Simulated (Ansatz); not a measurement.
# BrH5SSn: what the fields show

Input file:

```
crystal:
  periodic: [false, false, false]
  atoms:
    - {symbol: Sn, position_ang: [-0.877679, -0.485351, -0.222086]}
    - {symbol: Br, position_ang: [1.808946, -1.499883, 0.373977]}
    - {symbol: H, position_ang: [-0.758792, -1.430746, -1.621482]}
    - {symbol: H, position_ang: [-1.224075, -1.131549, 1.306908]}
    - {symbol: H, position_ang: [-2.109302, 0.694309, -0.516287]}
    - {symbol: H, position_ang: [1.705362, 0.449509, 0.011161]}
    - {symbol: S, position_ang: [0.829838, 1.550227, -0.313124]}
    - {symbol: H, position_ang: [0.625602, 1.853585, 0.980833]}
basis:
  gaussian: {orbitals: def2-TZVPP}
hamiltonian: {xc: pbe0, dispersion: d4}
output: {orbitals: {seedname: orbitals}}
```

Launched as:

```sh
ansatz run in.yaml --threads 4 --pin off --events-out ev --progress --plain --max-ram 9574MiB
```

A transition-state structure; geometry: PBE0-D4/def2-TZVP; core potentials replace the inner electrons of Sn.

Computed with RKS PBE0-D4/def2-TZVPP (Ansatz).

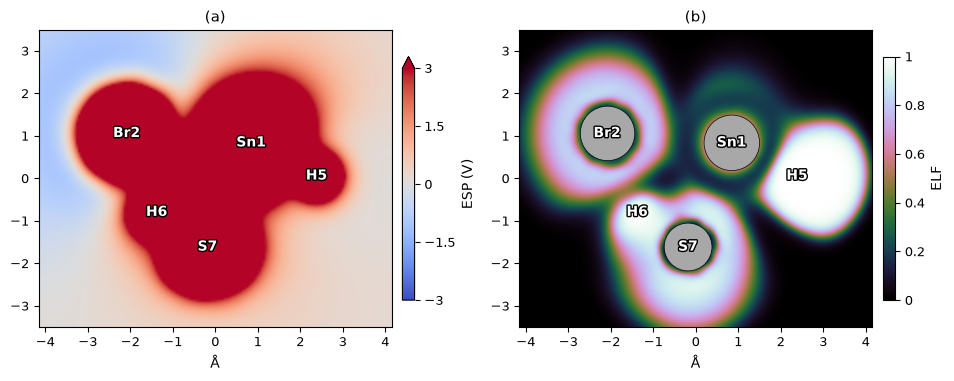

Figure 1. (a) electrostatic potential; (b) electron localisation function on the plane of atoms Br2, Sn1 and S7. Grey discs cover the atomic cores in the ELF map.

### What does the map show?

- Atoms in the plane: Sn, Br, H and S.
- Sn–S (2.66 Å): the ELF peaks at about 0.90 in the valence shell of S, 0.9 Å from its nucleus, and drops to about 0.15 between the two atoms.
- Sn–Br (2.93 Å): the ELF peaks at about 0.80 in the valence shell of Br, 1.0 Å from its nucleus, and drops to about 0.15 between the two atoms.
- The ELF also peaks beside S7 and Br2, away from the bonds: lone-pair regions.
- Outside the dense part of the molecule the potential is most negative (−1.1 V) near Br2.

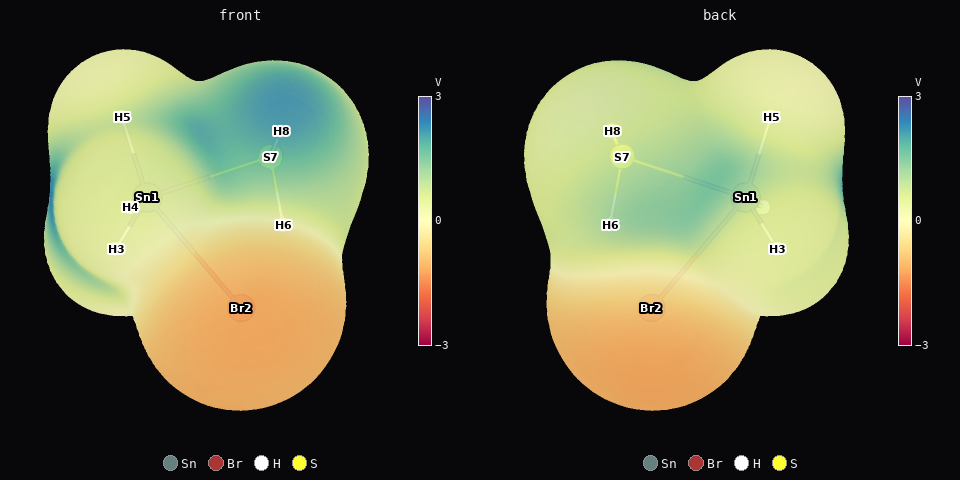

Figure 2. The electrostatic potential painted on the density surface at 0.002 e/bohr³, seen from the front and from behind; the colour scale runs from red (negative) to blue (positive).

### Which sites attract a positive test charge, and which a negative one?

A positive charge is drawn to the negative regions and a negative charge to the positive ones. The most negative region (about −1.2 V) lies over Br2, the most positive (about +2.3 V) over Sn1 and H8.

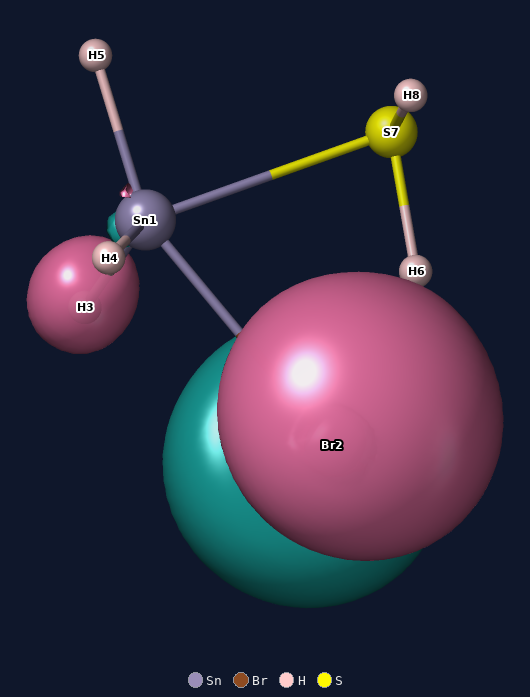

Figure 3. The HOMO−1 at ±0.08 Å⁻³ᐟ² (teal and pink are the two phases), seen across its widest extent.

### Where does this orbital lie, and at what energy?

Its weight (Hirshfeld) is mainly on Br2 (about 90 %); largely a lone pair of Br2. Its energy is −7.33 eV.
